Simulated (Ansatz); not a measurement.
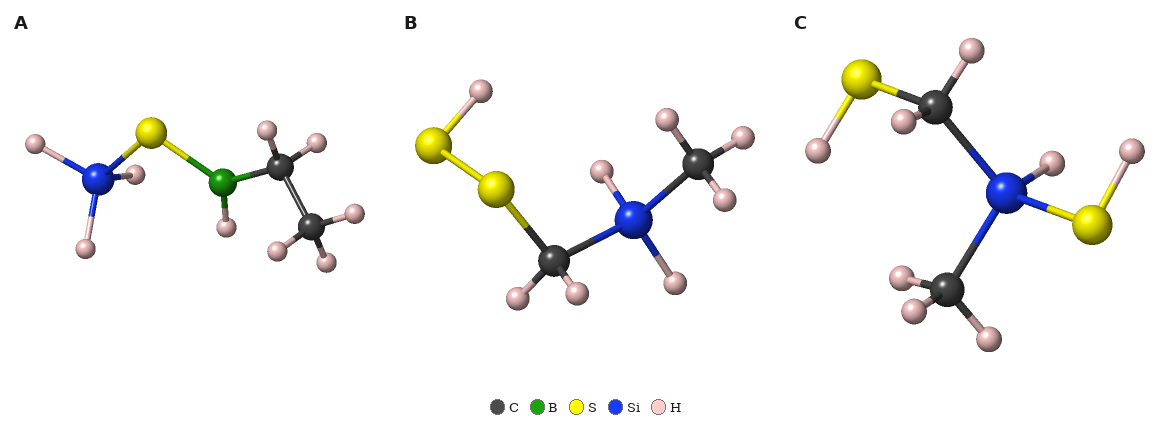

Figure made from data computed with Ansatz.

### Match each picture to its SMILES.
(1) C[Si@H](S)CS
(2) CCBS[SiH3]
(3) C[SiH2]CSS

A is (2), B is (3), C is (1).
